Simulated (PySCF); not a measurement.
**C₅H₂ClF₂O−: electronic excitations**

Wanted: the electronic excitations of C₅H₂ClF₂O− (`C#CC(F)(F)/C([O-])=C\Cl`), by calculation.

Programs: PySCF 2.14.0, with density-fitted response routines of our own. Each step states its level of theory. These are calculated values for one molecule in the gas phase, unless marked as measured. Atoms are numbered from 0 throughout.

## Step 1: The molecule as given

11 atoms, charge -1, multiplicity 1; geometry from: GFN2-xTB.

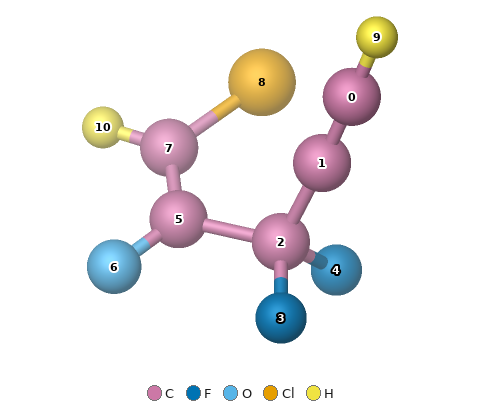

As it starts; carbon pink, fluorine blue, oxygen blue, chlorine amber, hydrogen yellow, atoms numbered; sticks join atoms by distance.

## Step 2: TDDFT and polarisability: B3LYP/def2-SVPD

Job settings and geometry (Å):

```
{"job": {"kind": "uv", "xc": "B3LYP", "basis": "def2-SVPD", "nstates": 8, "ntriplets": 3}, "charge": -1, "multiplicity": 1}
C      1.605646    -0.683358    -1.586841
C      1.076077    -0.618104    -0.513670
C      0.442975    -0.454221     0.780485
F      1.407307    -0.342830     1.750651
F     -0.239769    -1.601862     1.134962
C     -0.491918     0.812535     0.790904
O     -0.197073     1.737126     1.579007
C     -1.523810     0.801727    -0.087064
Cl    -1.867022    -0.511271    -1.187167
H      2.034588    -0.736360    -2.542561
H     -2.241577     1.599289    -0.144670
```

Method: TDDFT B3LYP/def2-SVPD, vertical, gas phase, core orbitals frozen in the response.

Command:

```bash
OMP_NUM_THREADS=1 python probes_run.py task.json out
```

One launch serves the whole session: the jobs run in the order shown.

What will the session give for the following? lowest singlet (B3LYP/def2-SVPD); brightest single state of those computed; lowest triplet. Wanted: lowest singlet; brightest single state of those computed; lowest triplet.

As calculated:

| quantity | value |
| --- | --- |
| lowest singlet (B3LYP/def2-SVPD) | 3.10 eV (400 nm), f = 0.004 |
| brightest single state of those computed | state 8, 4.75 eV, f = 0.040 |
| lowest triplet | 2.78 eV |

The first singlet state (HOMO→LUMO 0.93) lies at 3.10 eV and is weak; of the 8 states computed, the strongest absorption comes from state 8 at 4.75 eV (the last computed, so partners may be missing). The lowest triplet lies 0.33 eV below the lowest singlet (triplets in Tamm-Dancoff, singlets in full TDDFT). The lowest singlet lies above −ε(HOMO); no detachment energy was computed, so the anion's states may not be bound.
